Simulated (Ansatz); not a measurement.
# C23H16: single-point calculation (part 2 of 2)

Continued. System: C23H16 (39 atoms in the cell). Method: DFT, HSE06, PAW, plane waves (Ansatz 0.2.0); cutoff 420 eV, 1×1×6 k-mesh, Fermi–Dirac smearing of 0.01 eV. 

Output, continued:
```
--- Forces (eV/Å), atoms counted from 1 ---
  atom   1  C      0.01893631    -0.01404615    -0.00258896
  atom   2  C     -0.01843129     0.01450892    -0.00244771
  atom   3  C      0.00056996    -0.00035994     0.01723667
  atom   4  C      0.00324271     0.00338700    -0.00277067
  atom   5  C      0.00084170    -0.00087780    -0.40210344
  atom   6  C     -0.00161752    -0.00168630     0.00558111
  atom   7  C     -0.47567355    -0.47577005     0.38032930
  atom   8  C     -0.49583690    -0.44558453    -0.40502685
  atom   9  C     -0.17422734     0.17550641     0.16723669
  atom  10  C      0.49659313     0.44653463    -0.40473923
  atom  11  C      0.17679901    -0.17370379     0.16752526
  atom  12  C     -0.13228471     0.15409919    -0.14216260
  atom  13  C     -0.02247987     0.00080369     0.02145077
  atom  14  C     -0.01948352     0.01833689     0.00496976
  atom  15  C     -0.14848972     0.14913712     0.15528611
  atom  16  C      0.00701454    -0.01422792    -0.01193219
  atom  17  C      0.17782160    -0.14933448     0.13720996
  atom  18  C      0.02013588    -0.00155499     0.02162617
  atom  19  C      0.01992766    -0.01721695     0.00491743
  atom  20  C      0.13262225    -0.15477610    -0.14221430
  atom  21  C     -0.00517940     0.01594549    -0.01174158
  atom  22  C     -0.14972145     0.17671814     0.13757882
  atom  23  C      0.14855862    -0.14912583     0.15543576
  atom  24  H      0.23753597    -0.23657128     0.22691918
  atom  25  H     -0.23773379     0.23664985     0.22706677
  atom  26  H     -0.03726109    -0.03766585    -0.35663328
  atom  27  H      0.47852498     0.47910714    -0.13812302
  atom  28  H     -0.06443747    -0.02252429     0.39895466
  atom  29  H      0.47858413     0.48856876     0.14166139
  atom  30  H      0.22225040    -0.22210140    -0.21931452
  atom  31  H     -0.47941710    -0.48809373     0.14092425
  atom  32  H      0.06479116     0.02295129     0.39924798
  atom  33  H     -0.22270117     0.22188299    -0.21960553
  atom  34  H      0.20468050    -0.20423490     0.20027384
  atom  35  H      0.19782774    -0.19124060    -0.23638374
  atom  36  H     -0.22352449     0.22434515    -0.18868983
  atom  37  H     -0.20504490     0.20447898     0.20036611
  atom  38  H      0.22428309    -0.22345571    -0.18870123
  atom  39  H     -0.19801473     0.19126830    -0.23664062
  max |Σ_I F_I| component: 7.74e-5 eV/Å
--- Band table (eV) ---
  k-point 0: bands = ["-23.8974", "-22.7965", "-22.6023", "-21.3587", "-20.9377", "-20.6993", "-19.4696", "-19.2469", "-18.8363", "-18.3887", "-17.5909", "-16.3504", "-15.8816", "-14.4005", "-14.2925", "-13.6711", "-13.3462", "-12.4890", "-11.9734", "-11.3302", "-11.1523", "-10.8535", "-10.2270", "-10.0292", "-9.1800", "-8.6261", "-8.5301", "-8.2286", "-7.8058", "-7.2320", "-6.8630", "-6.6861", "-6.4208", "-6.0976", "-6.0382", "-5.9460", "-5.8636", "-5.6960", "-5.3763", "-5.0038", "-4.9978", "-4.8904", "-4.4527", "-4.3607", "-4.0132", "-3.9660", "-3.8251", "-3.4755", "-3.2118", "-3.0168", "-2.8085", "-1.7883", "-1.5975", "-1.2754", "1.8008", "2.0363", "2.0612", "2.1605", "2.3399", "2.6265", "2.6815", "2.7933", "3.0470", "3.2209", "3.4827", "3.4897", "3.7202", "3.7442", "3.7570", "3.8441", "4.1234", "4.1562", "4.5135", "4.6565", "4.7258", "4.7649", "4.8735", "4.8890", "5.1132", "5.3012", "5.4101", "5.4459", "5.6771", "5.7973", "5.8670", "5.9132", "5.9521", "6.1464", "6.1784", "6.2117", "6.3426", "6.3687", "6.4446"]
  k-point 1: bands = ["-23.3435", "-22.2477", "-22.0559", "-20.8216", "-20.4045", "-20.1692", "-18.9483", "-18.7332", "-18.3303", "-17.8919", "-17.0906", "-15.8612", "-15.3839", "-13.9600", "-13.8652", "-13.4238", "-13.0051", "-12.2109", "-11.6943", "-11.0079", "-10.9766", "-10.5648", "-10.0412", "-9.7103", "-9.4392", "-9.2876", "-8.8761", "-8.4037", "-8.2245", "-8.1377", "-7.8934", "-7.6990", "-7.5547", "-7.3871", "-7.2976", "-6.7153", "-6.6133", "-6.4043", "-6.2050", "-6.1545", "-5.8150", "-5.7413", "-5.6119", "-5.4514", "-5.4082", "-5.0901", "-5.0027", "-4.5073", "-4.2994", "-3.9123", "-3.3283", "-3.2604", "-3.2402", "-2.8831", "2.3296", "2.5295", "2.5946", "2.7601", "2.8858", "3.1897", "3.2825", "3.4371", "3.6398", "3.8029", "4.0624", "4.0700", "4.2696", "4.3606", "4.3692", "4.4737", "4.7368", "4.7612", "5.0705", "5.2842", "5.3160", "5.3384", "5.4259", "5.4731", "5.8086", "5.9147", "5.9636", "6.2172", "6.3046", "6.4506", "6.5380", "6.5546", "6.6825", "6.8022", "6.8926", "6.9084", "7.0520", "7.1073", "7.1233"]
  k-point 2: bands = ["-21.7039", "-20.6272", "-20.4542", "-19.2398", "-18.8545", "-18.6702", "-17.4215", "-17.2637", "-16.9553", "-16.7581", "-15.9244", "-14.9527", "-14.7238", "-13.7940", "-13.6340", "-13.5308", "-13.3246", "-13.0104", "-12.5775", "-12.2237", "-11.7232", "-11.0852", "-10.7445", "-10.5761", "-10.5381", "-10.0875", "-9.8841", "-9.5301", "-9.3496", "-9.2806", "-9.0436", "-8.9924", "-8.5293", "-8.3690", "-8.1968", "-7.8499", "-7.6631", "-7.4503", "-7.2853", "-7.1256", "-7.0062", "-6.9422", "-6.8372", "-6.7698", "-6.4318", "-6.2699", "-5.9806", "-5.7717", "-5.6667", "-5.3653", "-4.7877", "-4.7024", "-4.6444", "-3.8287", "3.9397", "4.0474", "4.1638", "4.2743", "4.3527", "4.7646", "4.8692", "5.2578", "5.3513", "5.3596", "5.5035", "5.6779", "5.7749", "5.8732", "6.0690", "6.1248", "6.2337", "6.3935", "6.5148", "6.5309", "6.6353", "6.6906", "6.7952", "6.8538", "7.0747", "7.1090", "7.1499", "7.3588", "7.4894", "7.5580", "7.6820", "7.7374", "7.7951", "7.9100", "7.9510", "8.0897", "8.2072", "8.3058", "8.4121"]
  k-point 3: bands = ["-19.1403", "-19.0980", "-18.3985", "-18.1115", "-18.0461", "-17.7741", "-17.0283", "-16.7606", "-16.7117", "-16.0143", "-15.4913", "-15.1378", "-15.0053", "-14.9348", "-14.5203", "-14.1151", "-13.8303", "-13.6349", "-13.4787", "-13.1362", "-12.6872", "-12.3377", "-11.8761", "-11.0291", "-10.9560", "-10.5823", "-9.7568", "-9.5939", "-9.3532", "-9.3274", "-9.2728", "-8.8632", "-8.7959", "-8.4363", "-8.3317", "-8.2305", "-7.9619", "-7.8615", "-7.7913", "-7.7024", "-7.3584", "-7.2129", "-7.1325", "-7.0556", "-6.7696", "-6.7287", "-6.3875", "-6.2618", "-5.7736", "-5.4044", "-5.3877", "-5.2064", "-5.0227", "-4.9497", "5.1962", "5.2553", "5.3971", "5.4356", "6.0252", "6.0530", "6.1249", "6.2136", "6.4938", "6.6493", "6.7775", "6.8199", "6.9632", "6.9745", "7.1232", "7.2389", "7.4474", "7.5263", "7.8213", "7.9176", "7.9860", "8.0440", "8.2524", "8.2730", "8.3054", "8.4182", "8.4979", "8.6166", "8.6614", "8.6938", "8.7639", "8.7885", "8.8500", "8.8779", "8.9232", "8.9485", "8.9936", "9.0329", "9.0605"]
--- Löwdin populations: 39 sites ---
  site symbol       q [e]
     0      C      3.9654
     1      C      3.9654
     2      C      3.9525
     3      C      3.9903
     4      C      4.2794
     5      C      3.9876
     6      C      4.3202
     7      C      4.3228
     8      C      4.1231
     9      C      4.3228
    10      C      4.1231
    11      C      4.1091
    12      C      3.9775
    13      C      3.9616
    14      C      4.1119
    15      C      3.9867
    16      C      4.1216
    17      C      3.9775
    18      C      3.9616
    19      C      4.1091
    20      C      3.9867
    21      C      4.1216
    22      C      4.1119
    23      H      0.8449
    24      H      0.8449
    25      H      0.8356
    26      H      0.7822
    27      H      0.8484
    28      H      0.7916
    29      H      0.8596
    30      H      0.7915
    31      H      0.8484
    32      H      0.8596
    33      H      0.8388
    34      H      0.8469
    35      H      0.8482
    36      H      0.8388
    37      H      0.8482
    38      H      0.8469
  spilling = 0.006820 (of n_electrons = 108.000000)
```

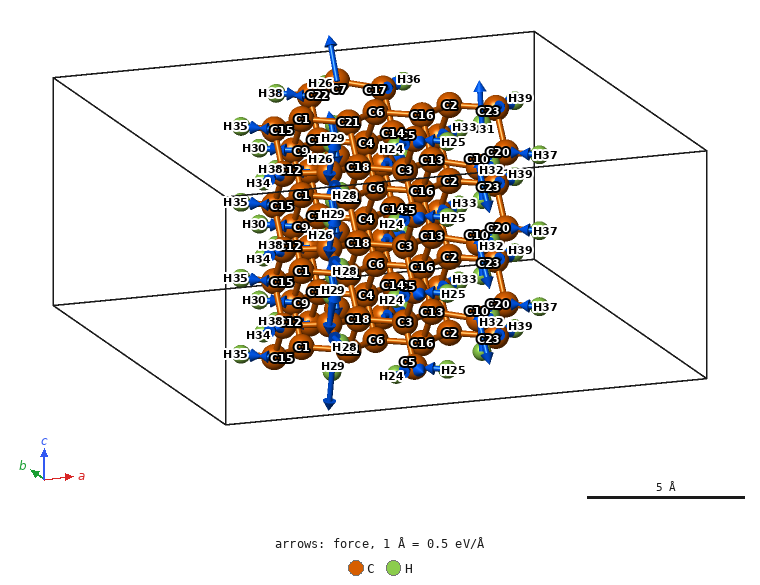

Fig. 1: Forces on the atoms as blue arrows (ball-and-stick view of the 3 repeat of the cell, with the vacuum cut short, seen slightly off an axis; atoms are numbered from 1 in the order of the input); the smallest are left out. The largest act on C8, C10 (0.78 eV/Å); C7 (0.77 eV/Å); H29, H31 (0.70 eV/Å); H27 (0.69 eV/Å), among others. The geometry is not a stationary point of this energy.

Key numbers:

| quantity | value |
| --- | --- |
| outcome | converged |
| electrons treated | 108 |
| free energy | −6024.1752 eV |
| Fermi energy | 0.263 eV |
| largest force (length of the vector) | 0.781 eV/Å |
| wall time | 4.7 min (CPU time 31 min) |
| peak memory | 3.2 GiB |
